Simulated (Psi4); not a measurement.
# HCl (hydrogen chloride): wB97X-V/def2-TZVPPD

Aim: the vertical ionisation energy of HCl (hydrogen chloride) at wB97X-V/def2-TZVPPD, from 2 runs. 

The calculation is run with Psi4 1.11.

## Step 1: The structure to begin with

The species is HCl (2 atoms), meant as a singlet with charge 0. As SMILES, `Cl`. The coordinates come from a PBE0-D4/def2-TZVP relaxation.

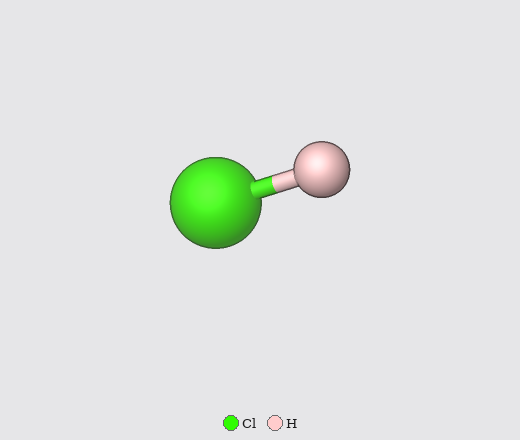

Viewed from a chosen angle; chlorine green, hydrogen pink.

## Step 2: The energy at wB97X-V/def2-TZVPPD

run_ase.py reads:

```python
import numpy as np
from ase.calculators.psi4 import Psi4
from ase import Atoms

atoms = Atoms(['Cl', 'H'], positions=[
    [0.546000, -0.178500, 0.280800],
    [-0.546000, 0.178500, -0.280800],
])
calc = Psi4(atoms=atoms, method='wb97x-v', basis='def2-TZVPPD', memory='1600MB', num_threads=1, charge=0, multiplicity=1, label='psi4-calc')
calc.psi4.set_options({'puream': True, 'e_convergence': 1e-09, 'd_convergence': 1e-08, 'scf_type': 'pk', 'dft_radial_points': 99, 'dft_spherical_points': 590})
atoms.calc = calc

print(f'energy: {atoms.get_potential_energy():.6f} eV')
```

On the command line:

```
python run_ase.py
```

psi4-calc.dat:

```text
[...]
  Running in c1 symmetry.
[...]
  Nuclear repulsion =    7.034776949773978
[...]
  Multiplicity = 1
[...]
  Nalpha       = 9
  Nbeta        = 9
[...]
    Number of basis functions: 68
[...]
   @RKS iter   1:  -460.72623057578085   -1.37829e-01   3.96908e-03 ADIIS/DIIS
[...]
   @RKS iter   9:  -460.75010664815136   -1.96678e-11   9.62848e-09 DIIS
[...]
    Orbital Energies [Eh]
    ---------------------
    Doubly Occupied:
       1A   -101.528218     2A     -9.568630     3A     -7.323374
       4A     -7.314503     5A     -7.314503     6A     -0.975687
       7A     -0.581473     8A     -0.441760     9A     -0.441760
[...]
  @RKS Final Energy:  -460.75010664815136
   => Energetics <=
    Nuclear Repulsion Energy =              7.0347769497739776
    One-Electron Energy =                -649.9234332979604005
    Two-Electron Energy =                 203.6112455051727750
    DFT Exchange-Correlation Energy =     -21.5491123121259776
    Empirical Dispersion Energy =           0.0000000000000000
    VV10 Nonlocal Energy =                  0.0764165069882682
    Total Energy =                       -460.7501066481513590
[...]
 Multipole Moments:
 ------------------------------------------------------------------------------------
     Multipole            Electronic (a.u.)      Nuclear  (a.u.)        Total (a.u.)
 ------------------------------------------------------------------------------------
 L = 1.  Multiply by 2.5417464519 to convert [e a0] to [Debye]
 Dipole X            :          0.6414918           -1.0230426           -0.3815508
 Dipole Y            :         -0.2097185            0.3344562            0.1247378
 Dipole Z            :          0.3299101           -0.5261362           -0.1962261
 Magnitude           :                                                    0.4468167
[...]
```

The script printed:

```text
energy: -12537.649013 eV
```

Run time: 8.4 s. Hardware: 1 thread of Intel Xeon Platinum 8488C (Sapphire Rapids), shared host; peak memory 0.49 GiB.

## Step 3: The doublet cation at the same level

job.inp reads:

```
memory 1600 mb

molecule {
  1 2
  Cl
  H 1 1.278791
  symmetry c1
  no_reorient
  no_com
}

set {
  basis                def2-TZVPPD
  reference            uks
  puream               true
  e_convergence        1e-09
  d_convergence        1e-08
  scf_type             pk
  dft_radial_points    99
  dft_spherical_points 590
  maxiter              200
}

result = energy("wb97x-v")
```

On the command line:

```
psi4 job.inp job.out -n 1
```

job.out:

```text
[...]
  Running in c1 symmetry.
[...]
  Nuclear repulsion =    7.034779398189383
[...]
  Multiplicity = 2
[...]
  Nalpha       = 9
  Nbeta        = 8
[...]
    Number of basis functions: 68
[...]
   @UKS iter   1:  -460.25267538018142    3.35726e-01   3.22565e-03 ADIIS/DIIS
[...]
   @UKS iter  11:  -460.28108782542887   -1.81899e-12   3.03399e-09 DIIS
[...]
   @S^2 Observed:                7.532497363E-01
[...]
    Orbital Energies [Eh]
    ---------------------
    Alpha Occupied:
       1A   -101.981096     2A    -10.013546     3A     -7.778037
       4A     -7.763057     5A     -7.753675     6A     -1.392598
       7A     -0.959545     8A     -0.880147     9A     -0.825308
    Alpha Virtual:
      10A     -0.211688    11A     -0.109815    12A     -0.082339
      13A     -0.080184    14A     -0.074498    15A     -0.051792
      16A     -0.036502    17A     -0.016825    18A     -0.015922
      19A      0.083633    20A      0.096500    21A      0.122647
      22A      0.131684    23A      0.247959    24A      0.279189
      25A      0.301501    26A      0.322034    27A      0.322578
[...]
  @UKS Final Energy:  -460.28108782542887
   => Energetics <=
    Nuclear Repulsion Energy =              7.0347793981893831
    One-Electron Energy =                -642.3703995443347594
    Two-Electron Energy =                 196.3622003641146705
    DFT Exchange-Correlation Energy =     -21.3809743374876433
    Empirical Dispersion Energy =           0.0000000000000000
    VV10 Nonlocal Energy =                  0.0733062940894898
    Total Energy =                       -460.2810878254289264
[...]
 Multipole Moments:
 ------------------------------------------------------------------------------------
     Multipole            Electronic (a.u.)      Nuclear  (a.u.)        Total (a.u.)
 ------------------------------------------------------------------------------------
 L = 1.  Multiply by 2.5417464519 to convert [e a0] to [Debye]
 Dipole X            :         -0.0000000            0.0000000           -0.0000000
 Dipole Y            :         -0.0000000            0.0000000           -0.0000000
 Dipole Z            :         -0.5594395            1.1980381            0.6385987
 Magnitude           :                                                    0.6385987
[...]
```

Wall time 11 s (1 thread of Intel Xeon Platinum 8488C (Sapphire Rapids), shared host); peak memory 0.48 GiB.

## Step 4: What came out

Level: wB97X-V/def2-TZVPPD.

```
                                          quantity          value
                         singlet HCl: total energy  -460.75011 Eh
                        singlet HCl: dipole moment         1.14 D
                          singlet HCl: HOMO energy      -12.02 eV
                          singlet HCl: LUMO energy        1.61 eV
                        singlet HCl: HOMO–LUMO gap       13.63 eV
                      doublet cation: total energy  -460.28109 Eh
doublet cation: HOMO energy (highest over α and β)      -21.99 eV
 doublet cation: LUMO energy (lowest over α and β)      -13.56 eV
                              doublet cation: ⟨S²⟩          0.753
vertical ionisation energy (to the doublet cation)      12.763 eV
```

**Reading.** Removing an electron at fixed nuclei costs 12.76 eV (294 kcal/mol). −ε(HOMO) before ionisation, 12.02 eV, is 0.74 eV below this ionisation energy.
